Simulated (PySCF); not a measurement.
System: C5H9FSSi (SMILES C#C[C@](F)(CC)[SiH2]S).

Input file:

```
{"job": {"kind": "nmr", "xc": "PBE0", "basis": "pcSseg-1"}, "charge": 0, "multiplicity": 1}
C     -1.491644    -0.196710     2.135826
C     -0.968383    -0.502000     1.101955
C     -0.373198    -0.839438    -0.171403
F     -0.828558    -2.119553    -0.543321
C      1.151049    -0.921884    -0.062337
C      1.779342     0.417852     0.291368
Si    -1.028534     0.320081    -1.582722
S     -1.270958     2.319329    -0.841466
H     -1.929267     0.053025     3.056014
H      1.537268    -1.281316    -1.018711
H      1.402787    -1.664479     0.700419
H      1.582113     1.157881    -0.482404
H      1.380882     0.789729     1.233389
H      2.856159     0.308482     0.393025
H     -0.042359     0.392496    -2.650346
H     -2.318185    -0.212020    -2.001118
H     -1.445512     1.990555     0.431920
```

Run with:

```sh
OMP_NUM_THREADS=1 python probes_run.py task.json out
```

Geometry: GFN2-xTB.

The calculation used PBE0/pcSseg-1, SCF density, gas phase, non-relativistic (PySCF 2.14.0).

Q: What will maps of the electron density and electron localisation function show?

A: C–F (1.41 Å): ρ at the midpoint is about 1.9 e/Å³, with its minimum of 1.6 e/Å³ about 0.5 Å from C; the ELF peaks at about 0.80 between the atoms (a polar covalent bond).

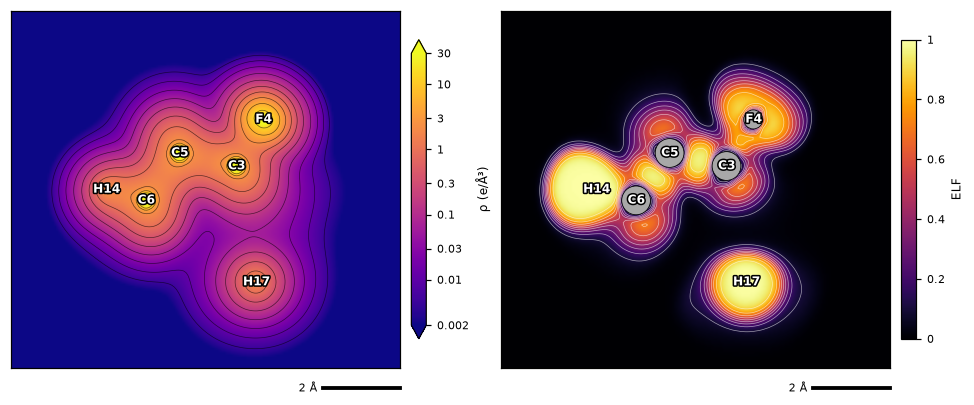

Computed electron density and electron localisation function on the plane of atoms F4, C3 and C5, in this order. Grey discs cover the atomic cores in the ELF map. 
